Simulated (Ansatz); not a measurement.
```xyz
6

Ge   -0.0661   -0.1212   -0.2922
O    -0.0778   -0.1302    1.4550
H     0.3509    0.6439    1.8413
Cl    1.9290   -0.1090   -1.0467
Cl   -1.0669    1.6007   -1.0564
Cl   -1.0691   -1.8843   -0.9010
```

Geometry: PBE0-D4/def2-SVP.

Theory: RKS PBE0-D4/def2-TZVP in Ansatz 0.2.0.

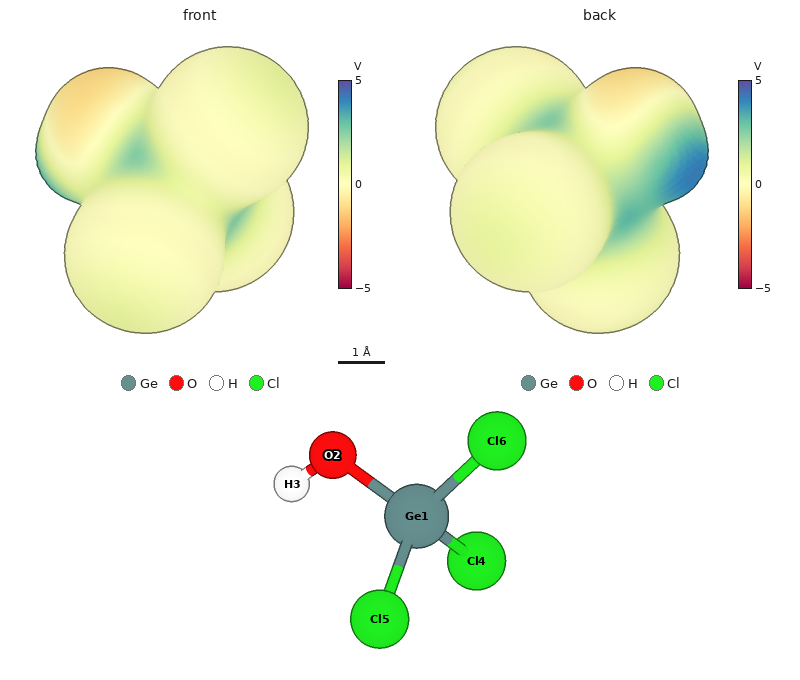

Cl$_{3}$GeHO (Ge(OH)Cl3). The molecular electrostatic potential painted on the density surface at 0.004 e/bohr³, seen from the front and from behind; red is negative and blue positive. The bare structure is drawn below in the same view.

Question: Describe the electrostatic potential map.

Answer: The most negative region (about −1.1 V) lies over O2, the most positive (about +4.1 V) over H3. Cl4 shows a σ-hole: about +0.8 V at the tip opposite its bond, against about 0.0 V on its flanks. Cl5 shows a σ-hole: about +0.8 V at the tip opposite its bond, against about 0.0 V on its flanks. Cl6 shows a σ-hole: about +0.8 V at the tip opposite its bond, against about 0.0 V on its flanks. O2 is the likeliest acceptor of a hydrogen bond.
